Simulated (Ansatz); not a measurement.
**I$_{3}$In (InI3): density, localisation and related maps**

The calculation's input:

```
crystal:
  periodic: [false, false, false]
  atoms:
    - {symbol: In, position_ang: [0.000001, 0.000090, 0.000095]}
    - {symbol: I, position_ang: [2.656429, -0.027312, 0.012777]}
    - {symbol: I, position_ang: [-1.304644, 2.314211, -0.017168]}
    - {symbol: I, position_ang: [-1.351785, -2.286989, 0.004296]}
basis:
  gaussian: {orbitals: def2-TZVP, initial_orbitals: start.molden}
hamiltonian: {xc: pbe0, dispersion: d4}
scf: {omitted_lower_state_checks: [starts]}
output: {orbitals: {seedname: orbitals}}
```

Run with:

```sh
ansatz run in.yaml --threads 2 --pin off --events-out ev --progress --plain --max-ram 22528MiB --backend cpu
```

Geometry: PBE0-D4/def2-SVP; core potentials replace the inner electrons of In and I.

All numbers below come from Ansatz, RKS PBE0-D4/def2-TZVP.

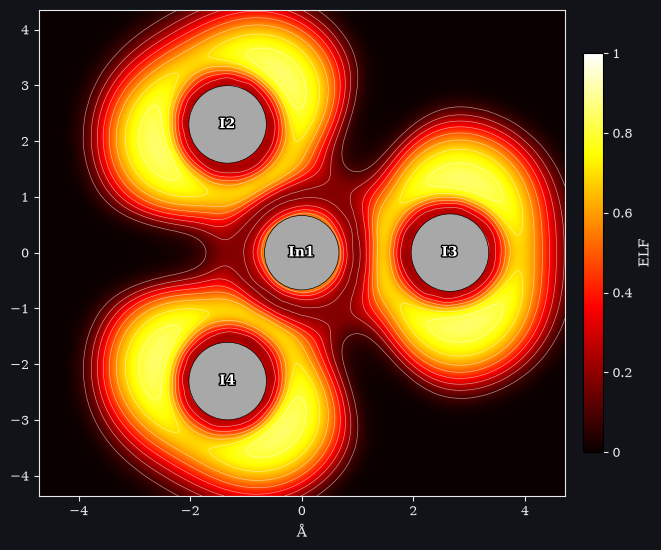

Figure 1. ELF on the molecular plane. Grey discs cover the atomic cores.

Interpret the plot.

The plane passes through In and I nuclei.
In–I (2.66 Å): the ELF peaks at about 0.65 in the valence shell of I, 1.2 Å from its nucleus, and drops to about 0.20 between the two atoms.
The ELF also peaks beside I4, I3 and I2, away from the bonds: lone-pair regions.

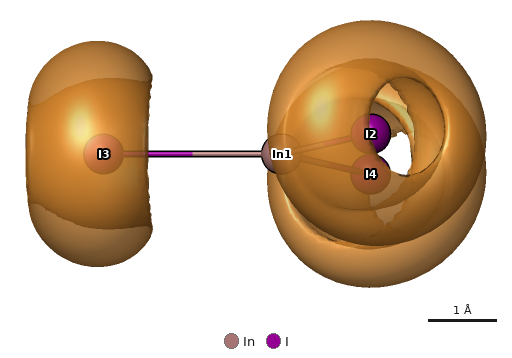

Figure 2. Isosurface of the electron localisation function at 0.75 (orange), seen from one side. Core shells and regions of very low density are left out.

Describe the localisation domains.

The surface consists of three rings or bowls of non-bonding electrons around I.

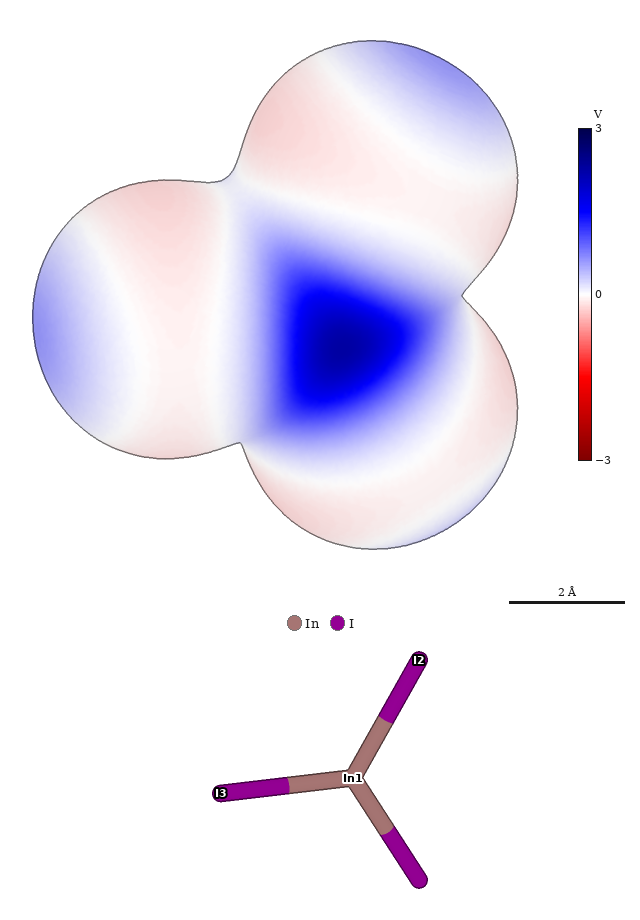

Figure 3. The electrostatic potential painted on the density surface at 0.001 e/bohr³, seen at a tilt; red is negative and blue positive. The bare structure is drawn below in the same view.

Describe the electrostatic potential map.

The most negative region (about −0.2 V) lies over I2, I3 and I4, the most positive (about +2.2 V) over In1. I2 shows a σ-hole: about +0.6 V at the tip opposite its bond, against about −0.1 V on its flanks. I3 shows a σ-hole: about +0.6 V at the tip opposite its bond, against about −0.1 V on its flanks. I4 shows a σ-hole: about +0.6 V at the tip opposite its bond, against about −0.1 V on its flanks.
